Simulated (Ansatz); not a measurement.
Consider C2H5 (SMILES [CH2-]C) (charge −1, triplet).

The calculation's input:

```
crystal:
  periodic: [false, false, false]
  atoms:
    - {symbol: C, position_ang: [-2.382099, 0.516363, -1.045659]}
    - {symbol: C, position_ang: [-1.108737, 0.713416, -1.781357]}
    - {symbol: H, position_ang: [-3.317886, 0.406466, -1.598307]}
    - {symbol: H, position_ang: [-2.418213, 0.683557, 0.033197]}
    - {symbol: H, position_ang: [-0.242554, 0.408861, -1.167847]}
    - {symbol: H, position_ang: [-1.102503, 0.143642, -2.727271]}
    - {symbol: H, position_ang: [-0.955002, 1.783101, -2.048069]}
basis:
  gaussian: {orbitals: def2-TZVPD}
hamiltonian: {xc: pbe0}
output: {forces: true, orbitals: {seedname: orbitals}}
magnetization: {spin_polarized: true, initial_magnetization: 2}
total_charge: -1
```

Run with:

```sh
ansatz run input.yaml --threads 2 --pin off --max-ram 4350MiB --events-out events.jsonl --progress --plain --runs-dir runs
```

Geometry: PBE0-D3(BJ)/def2-SVPD; the highest occupied orbital lies above zero, a sign that basis and functional describe the outermost electron poorly.

Level of theory: isolated molecule in a Gaussian basis; Kohn-Sham density functional theory, functional PBE0 (Ansatz 0.2.0).

> What can the converged electron density, electron localisation function and spin density tell about the bonding?

C–C (1.48 Å): the density is about 1.8 e/Å³ at the midpoint; the ELF peaks at about 0.95 between the atoms, as expected for a covalent bond.
C–H (1.10 Å): the density is about 1.9 e/Å³ at the midpoint; the ELF climbs to about 1 towards the hydrogen, as it does in any bond to H (a covalent bond by its length).
The unpaired spin (2 electrons) lies mostly on C1 (about 0.9), H7 (about 0.2), H4 (about 0.2), H3 (about 0.2), C2 (about 0.2), H5 (about 0.2) and H6 (about 0.2), in electrons by Hirshfeld's partition.

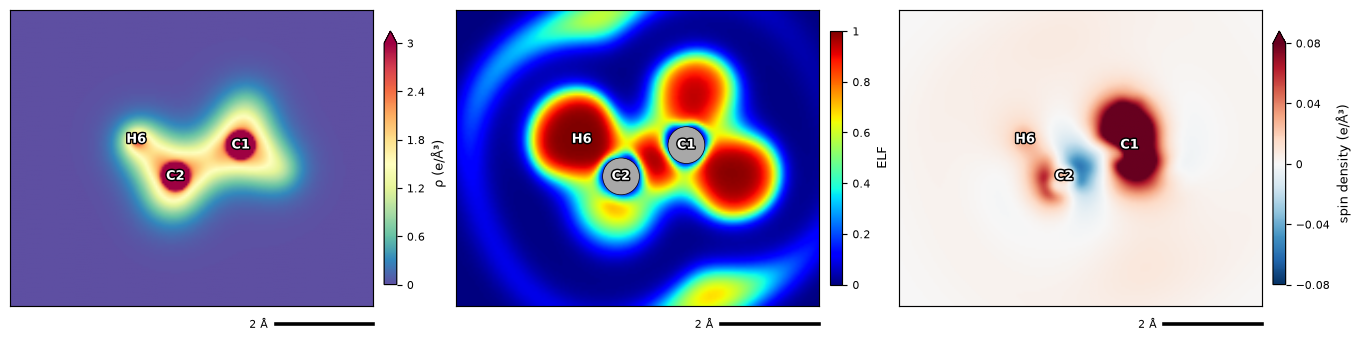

Computed electron density, electron localisation function and spin density on the plane of atoms C1, C2 and H6, in this order. Grey discs cover the atomic cores in the ELF map. 
